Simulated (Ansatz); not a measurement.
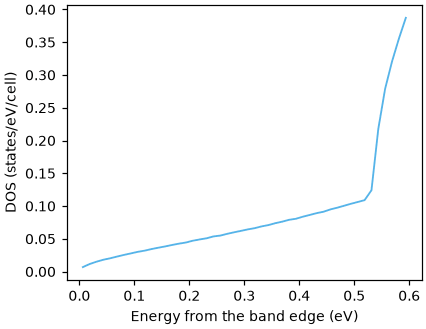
Figure. Density of states of CuI (P4/nmm) above the conduction band minimum, r2SCAN+D4 with spin-orbit coupling, rigid bands run with Ansatz (a quantum-chemistry and plane-wave program); cell volume 106.1 Å³.

Question: What effective density of states at 300 K does this give (∫ g(E) exp(−E/k_BT) dE, both spins, divided by the cell's size)?

Answer: 3.1e18 cm⁻³, a density-of-states mass of 0.25 mₑ, valleys and band degeneracy included.

Geometry: cell and atoms relaxed with r2SCAN+D4.

Computed structure with no diffraction record at hand here (it may be known, metastable or hypothetical): CuI (P4/nmm).
